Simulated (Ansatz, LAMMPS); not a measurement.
# Glassy 81SiO2-7Na2O-7CaO-4ZnO (mol %) (78 atoms), the last frame of 301 fs of DFT dynamics near 841 K

The starting structure: 78 atoms (22 Si, 4 Na, 2 Ca, 1 Zn, 49 O) placed at random at 2.4 g/cm³, melted at 4000 K for 10 ps at fixed volume with the Morse and Coulomb pair potential with partial charges (Pedone, Malavasi, Menziani, Cormack and Segre, J. Phys. Chem. B 110, 11780 (2006)). Quenched from 4000 K to 300 K at 300 K/ps and fixed volume, held 10 ps at zero pressure.

Calculated values (Ansatz 0.2.0, Kohn-Sham DFT, PBE, PAW (set soft_2), plane waves; cutoff 420 eV, Γ point, fixed occupations; density 2.62 g/cm³) for the last frame of 301 fs of DFT dynamics near 841 K.

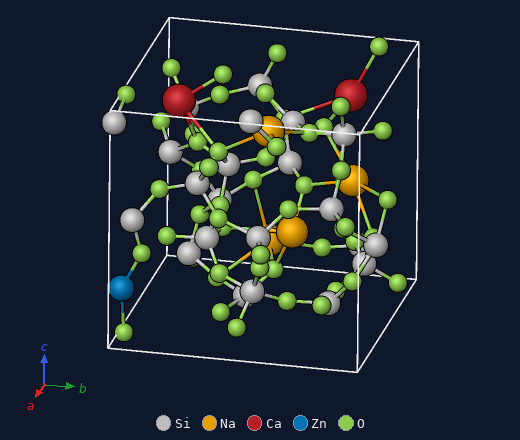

The structure (silicon light grey, sodium orange, calcium red, zinc blue, oxygen green). Bonds to atoms that aren't drawn are left out. Some periodic images of atoms are drawn too.

Cell vectors (Å):

```
10.125 0.000 0.000
0.000 10.125 0.000
0.000 0.000 10.125
```

Positions (Å):

```
1 Si 2.534 2.713 3.632
2 Si 5.610 2.926 3.238
3 Si 0.321 7.916 1.356
4 Si 5.558 8.432 8.173
5 Si 3.828 4.066 0.201
6 Si 8.830 0.635 5.014
7 Si 0.550 3.834 7.841
8 Si 3.780 0.984 5.979
9 Si 5.777 7.908 1.022
10 Si 5.429 9.739 3.543
11 Si 2.143 1.390 1.065
12 Si 9.981 0.130 9.566
13 Si 8.474 5.663 4.632
14 Si 0.974 0.984 6.802
15 Si 7.943 3.057 6.485
16 Si 3.740 5.937 7.720
17 Si 5.211 3.654 6.283
18 Si 7.280 8.355 5.661
19 Si 9.530 5.563 9.999
20 Si 3.224 8.759 1.791
21 Si 1.337 5.263 5.002
22 Si 7.115 5.136 1.764
23 Na 6.998 5.703 8.598
24 Na 3.186 8.252 5.267
25 Na 3.818 5.965 3.093
26 Na 1.300 4.419 1.602
27 Ca 0.509 7.529 7.776
28 Ca 5.430 1.691 8.890
29 Zn 8.602 0.169 1.980
30 O 7.861 1.502 6.048
31 O 6.532 3.657 2.165
32 O 0.209 0.155 8.078
33 O 1.714 1.707 2.593
34 O 3.866 9.249 3.212
35 O 5.356 3.450 0.026
36 O 6.617 3.589 7.374
37 O 4.511 2.258 6.826
38 O 10.063 6.135 4.581
39 O 5.700 1.313 3.185
40 O 0.279 1.100 5.387
41 O 1.454 3.810 4.179
42 O 5.798 3.486 4.736
43 O 9.069 6.514 8.833
44 O 8.752 9.267 5.570
45 O 0.531 4.524 9.278
46 O 6.364 8.618 4.503
47 O 3.969 3.168 3.077
48 O 8.388 0.235 0.022
49 O 7.711 6.704 5.660
50 O 2.687 6.936 7.218
51 O 6.237 8.439 9.631
52 O 1.863 8.046 2.152
53 O 2.579 6.139 4.617
54 O 6.777 8.606 7.139
55 O 2.935 2.031 4.986
56 O 2.799 10.027 0.941
57 O 4.876 10.064 5.294
58 O 5.122 6.919 7.921
59 O 3.339 5.123 1.233
60 O 8.643 0.984 3.562
61 O 4.177 7.840 0.922
62 O 8.211 4.768 0.613
63 O 0.212 6.341 1.062
64 O 0.969 4.941 6.706
65 O 6.070 8.947 2.169
66 O 0.763 1.183 0.319
67 O 4.526 5.031 6.447
68 O 9.213 8.435 2.323
69 O 2.396 0.269 6.673
70 O 8.979 3.758 7.635
71 O 8.354 4.019 5.243
72 O 3.423 4.727 8.718
73 O 1.298 2.386 7.595
74 O 4.686 9.797 8.134
75 O 0.273 8.583 9.871
76 O 6.270 6.347 1.152
77 O 7.936 5.603 3.142
78 O 2.927 2.723 0.480
```

Q: Give the force and the charge of every atom.

Columns: atom, q, fx, fy, fz (forces in eV/Å, q the Löwdin charge in e).

```
1 1.73 -0.570 -0.478 0.577
2 1.77 -1.943 -1.622 0.376
3 1.66 -0.590 2.090 1.600
4 1.70 -0.789 2.891 0.324
5 1.58 2.136 0.581 -1.870
6 1.74 1.511 0.493 2.407
7 1.73 -2.218 -0.169 -2.460
8 1.67 0.048 -0.151 -0.341
9 1.75 1.033 0.304 -3.147
10 1.68 0.312 0.812 2.018
11 1.74 1.125 0.361 -0.606
12 1.67 -3.325 -1.467 5.373
13 1.74 0.783 -1.581 1.915
14 1.75 0.402 0.871 2.395
15 1.69 1.450 3.102 1.320
16 1.68 2.652 -0.561 -1.207
17 1.71 2.167 -1.324 0.136
18 1.76 4.608 -1.707 2.687
19 1.65 -1.281 -0.703 -0.725
20 1.75 -0.743 0.766 0.563
21 1.65 -0.687 0.474 1.046
22 1.76 2.286 -1.113 1.107
23 0.82 -0.141 -0.297 -0.226
24 0.81 -0.184 -0.379 0.345
25 0.81 0.846 -0.174 -0.820
26 0.84 -0.047 0.074 0.195
27 1.81 0.525 -0.037 -0.478
28 1.82 0.598 -0.519 0.198
29 1.49 -0.214 -1.130 -1.688
30 -0.78 -0.152 0.673 0.676
31 -0.73 -0.038 0.863 0.651
32 -0.81 0.589 0.045 -5.307
33 -0.77 0.692 1.174 0.972
34 -0.81 -0.124 -0.301 0.138
35 -0.98 -1.782 0.775 -0.639
36 -0.80 -1.835 -0.844 -2.322
37 -0.83 -0.223 -0.710 0.268
38 -0.78 0.103 -1.378 0.350
39 -0.79 0.441 -2.623 -0.236
40 -0.76 -0.992 -0.175 0.170
41 -0.79 -0.543 0.712 -0.933
42 -0.78 0.003 0.416 1.897
43 -0.99 -0.512 -0.010 -0.270
44 -0.81 -1.504 -2.424 0.313
45 -0.80 0.324 0.265 2.806
46 -0.78 -2.244 0.929 -4.444
47 -0.80 0.451 1.067 -1.296
48 -0.92 2.376 0.727 -0.491
49 -0.79 0.038 0.414 -0.572
50 -0.97 -2.375 1.746 0.230
51 -0.79 0.827 -0.901 3.150
52 -0.78 -2.981 -1.104 -0.607
53 -0.95 -0.810 0.217 0.920
54 -0.80 0.908 0.314 -0.138
55 -0.81 0.827 -2.162 1.604
56 -0.80 0.769 2.453 -1.106
57 -0.79 -2.293 2.148 0.236
58 -0.83 -1.301 -2.046 0.568
59 -0.97 -0.126 0.536 0.281
60 -0.95 -1.015 1.269 -2.479
61 -0.77 -0.541 -1.017 -0.150
62 -0.79 1.827 0.436 -0.999
63 -0.81 0.209 -1.812 -0.130
64 -0.81 0.829 -0.001 -1.644
65 -0.80 1.231 1.532 0.373
66 -0.80 -1.572 0.032 -1.260
67 -0.77 -1.398 1.273 0.311
68 -0.92 1.880 -0.110 -1.637
69 -0.79 2.189 -0.920 -0.567
70 -0.79 1.208 -2.511 -0.159
71 -0.79 0.085 2.139 -1.514
72 -0.80 0.054 -0.727 1.752
73 -0.77 -0.551 1.344 0.191
74 -0.96 -0.207 -0.095 -0.268
75 -0.85 0.984 1.102 1.679
76 -0.78 -0.535 0.432 0.575
77 -0.78 -1.312 0.175 -1.666
78 -0.81 -1.628 -2.742 -0.292
```

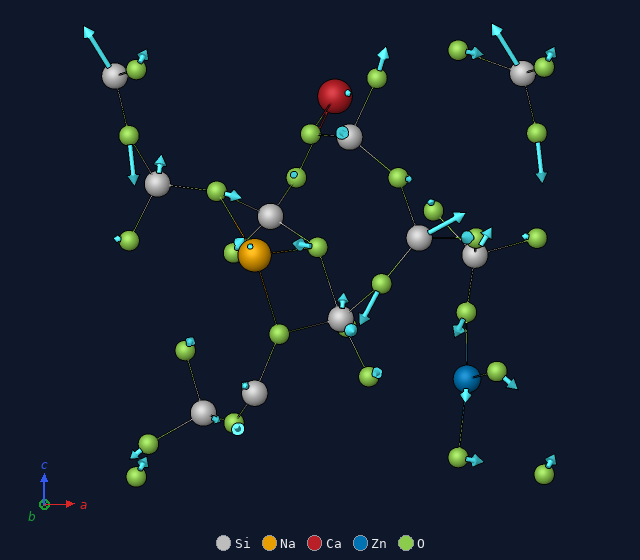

The forces as arrows, the longest 6.49 eV/Å. Drawn is a slice 4 Å thick, seen along the normal of the ac plane. Bonds to atoms that aren't drawn are left out.

The quench rate of 300 K/ps is many orders above laboratory rates, so the cell is likely richer in defects and strain than a real sample. The network of bonds at the start is that of the classical potential that made the cell, and needn't be the one that DFT or experiment would give. Only the Γ point is sampled, in a cell whose shortest periodic width is 10 Å. The Löwdin charges lack the electrons that the projection spills, 0.072 e an atom on average.

The r.m.s. force component is 1.42 eV/Å; the longest force, 6.49 eV/Å, acts on Si12.

[Logs are printed without paths, hosts, clocks, repeated set-up lines and the standing remarks that a program may print on its own settings, such as how far it seeks lower states.]

[Hosts, paths, dates, database ids (printed as entryN), source tags and the programs' standing remarks are cut or masked in the printed files.]
